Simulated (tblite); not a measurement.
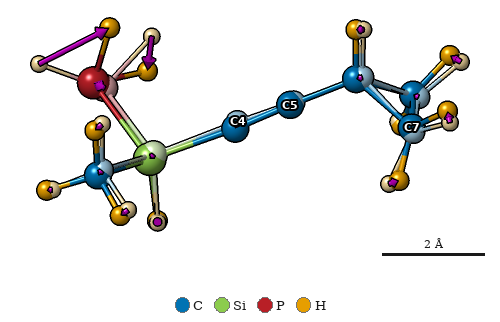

A relaxation of C6H11PSi. The starting structure is drawn faded, the final one solid; purple arrows show the displacements, at their true length. The two geometries are superimposed by the best rigid fit.

A ball-and-stick model, seen from a free direction.

All numbers below come from GFN2-xTB geometry optimisation, gas phase (tblite). 

Q: Atoms of which element are displaced furthest, and by how much?

A: Hydrogen: up to 1.66 Å, against 0.28 Å for phosphorus.

Q: What did the optimiser do to the structure, and how much energy did it gain?

A: The largest move after the best rigid fit is that of an H atom, 1.66 Å. Largest moves by element: H 1.66 Å, P 0.28 Å, C 0.14 Å, Si 0.12 Å. Near-neighbour distances that change, for instance: P–Si 2.183 → 2.257 Å, C–C 1.486 → 1.427 Å, H–P 1.440 → 1.383 Å, C–H 1.134 → 1.079 Å. Bond angles that change, for instance: H–P–H 115.7° → 92.2°, Si–P–H 114.6° → 95.2°, Si–P–H 108.5° → 94.3°. Over 135 geometry steps the energy falls by 106.1 kJ/mol. The run took 4 s on 1 thread of Intel(R) Xeon(R) Processor @ 2.50GHz, with other jobs on the host.
